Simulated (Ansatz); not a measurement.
# A frame of liquid (K,Cs,Na)F from 1100 K (106 atoms): where an added charge goes: runs compared

Aim: add and remove one electron in a frame of liquid (K,Cs,Na)F from 1100 K (106 atoms), with atoms held and relaxed, and read trapping energy and localisation.

Computed with Ansatz 0.2.0: Kohn-Sham DFT, PBE, PAW (set soft_2), plane waves.

## 1. The cell as built

The cell holds 106 atoms: 22 K, 6 Cs, 25 Na and 53 F. Its edges and angles: a = 13.427 Å, b = 13.427 Å, c = 13.427 Å, α = 90.0°, β = 90.0°, γ = 90.0°. 106 atoms (22 K, 6 Cs, 25 Na, 53 F) placed at random at 2.13 g/cm³, melted at 1600 K for 10 ps at fixed volume with the Lennard-Jones and Coulomb ion parameters for SPC/E (Joung and Cheatham, J. Phys. Chem. B 112, 9020 (2008)), full charges. Snapshot at the end of a hold of 15 ps at 1100 K and zero pressure.

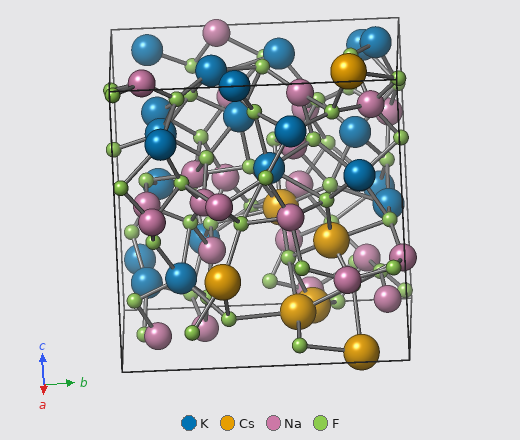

The cell as built. Some periodic images of atoms are drawn too.

Limits known from the start: The network of bonds at the start is that of the classical potential that made the cell, and needn't be the one that DFT or experiment would give. The ion parameters were fitted for water, not for melts, so the density of this cell may lie well off the real melt's. Sampling is at Γ alone, for a cell whose shortest periodic width is 13 Å. No spin–orbit coupling is included, so levels derived from the heavy atoms are approximate. The liquid is relaxed first, so the results are those of a frozen frame at zero temperature.

## 2. The reference run

The reference is a single point at the end of the relaxation.

The charged cells start from the geometry of this run, on a uniform background, with spin and a narrow Fermi–Dirac smearing.

Its input, with most atom lines left out:

```yaml
crystal:
  lattice:
    - [13.42746, 0.0, 0.0]
    - [0.0, 13.42746, 0.0]
    - [0.0, 0.0, 13.42746]
  atoms:
    - { symbol: K, position: [0.67699, 0.53182, 0.60898] }
    - { symbol: K, position: [0.67733, 0.40551, 0.00519] }
    - { symbol: K, position: [0.46488, 0.12916, 0.69231] }
    - { symbol: K, position: [0.23859, 0.62382, 0.89198] }
    - { symbol: K, position: [0.14098, 0.15105, 0.51737] }
    - { symbol: K, position: [0.20101, 0.36121, 0.21269] }
    - { symbol: K, position: [0.88449, 0.50842, 0.8136] }
    [... atom lines 8 to 106 left out ...]
kpoints:
  mp_grid: { grid: [1, 1, 1] }
hamiltonian:
  xc: pbe
scf:
  occupations: { method: gaussian, width: 0.025 }
output:
  forces: true
  stress: true
  populations: true
  dos:
    method: { smearing: { sigma: 0.15 } }
    de: 0.1
    projected: { site_lists: { Cs: [Cs], F: [F], K: [K], Na: [Na] } }
  eigenvalues: true
  write_density: true
  write_potential: true
  volumetric_format: npy
```

| Item | Value |
| --- | --- |
| free energy per atom | -1396.1041 eV/atom |
| r.m.s. force component | 0.01036 eV/Å |
| pressure | -0.8868 GPa |

Filled and empty levels are parted by 4.61 eV (at Γ alone); a semilocal functional tends to put such gaps too low. In a disordered cell it changes from sample to sample and from frame to frame.

## 3. The runs

Each row is one run, on 4 threads of Intel Xeon Platinum 8259CL at 2.50GHz (Skylake/Cascade Lake), shared host. The free energy is the program's total, comparable only between runs with the same functional, potentials and atoms; between charge states it hangs on the program's zero of potential.

| run | atoms | outcome | ionic steps, all passes | free energy (eV) | time | host memory (GiB) |
| --- | --- | --- | --- | --- | --- | --- |
| Single point at the start | 106 | converged | - | -147974.683 | 27 s | 3.5 |
| Relaxation | 106 | converged | 32 | -147987.037 | 9.9 min | 3.4 |
| Single point at the relaxed geometry | 106 | converged | - | -147987.037 | 42 s | 3.5 |
| An extra electron, atoms held | 106 | converged | - | -147982.588 | 2 min | 6.0 |
| An extra electron, atoms relaxed | 106 | converged | 3 | -147982.617 | 2.3 min | 5.8 |
| An extra electron, levels at the relaxed geometry | 106 | converged | - | -147982.617 | 2.9 min | 6.0 |
| Neutral at the geometry of the electron | 106 | converged | - | -147987.015 | 36 s | 3.5 |
| An extra hole, atoms held | 106 | converged | - | -147986.741 | 4.1 min | 6.0 |
| An extra hole, atoms relaxed | 106 | converged | 5 | -147986.800 | 13 min | 5.9 |
| An extra hole, levels at the relaxed geometry | 106 | converged | - | -147986.800 | 4.6 min | 6.0 |
| Neutral at the geometry of the hole | 106 | converged | - | -147987.003 | 42 s | 3.5 |

In some runs the program notes that the exchange-correlation potential is rough where the density is thin and starting moments were not kept.

## 4. Energies and spread of the extra charge

Energies are differences within one cell and functional; the shift is the gain plus the neutral cell's energy at the new geometry, that is how much cheaper the vertical process becomes there. The spread is the participation number of the site moments (1/Σw², over the spin inside atomic spheres), with the atom that holds the largest share and the spin that the spheres hold in all.

| carrier | charged less neutral, atoms held (eV) | gain on relaxing (eV) | neutral cell at that geometry, less the reference (eV) | shift of the vertical energy (eV) | spread, atoms held | spread, relaxed |
| --- | --- | --- | --- | --- | --- | --- |
| electron | 4.448 | 0.028 | 0.021 | 0.050 | - | - |
| hole | 0.296 | 0.060 | 0.033 | 0.093 | 33; F70 6 % of 0.96 μB | 24; F79 9 % of 0.97 μB |

## 5. What came out

The extra electron gains 0.028 eV as the atoms relax: so small a gain shows no trapping at this level. The cell with the electron keeps a moment of only 0.00 μB where one unpaired electron should give 1 μB: the carrier is shared between both spins, which can hide trapping. The extra hole gains 0.060 eV as the atoms relax, and its spin goes from about 33 to 24 atoms: it stays spread out at this level. The hole is shared among 6 partly filled levels, as near-degenerate levels under the smearing give, and as self-interaction favours. Adding the two vertical energies gives 4.74 eV, against a gap of 4.61 eV in the neutral cell. The zero of the potential cancels in this sum; the excess isn't taken apart here: charging of a small cell, filling of bands on a coarse mesh and the attraction to the background can all enter.

**Limits.** Single energies of charged cells hang on the program's zero of potential. In the spin-polarised runs the search for a state of lower energy was switched off. No distortion was seeded, so a trapped state behind a barrier can't be found. Local and semilocal functionals favour spread-out charges, so trapping can be missed. Charged cells carry a uniform background, with no correction for images.

The DFT runs together took 41 min of wall time.

[Logs are printed without paths, hosts, clocks, repeated set-up lines and the standing remarks that a program may print on its own settings, such as how far it seeks lower states.]

[Hosts, paths, dates, database ids (printed as entryN), source tags and the programs' standing remarks are cut or masked in the printed files.]
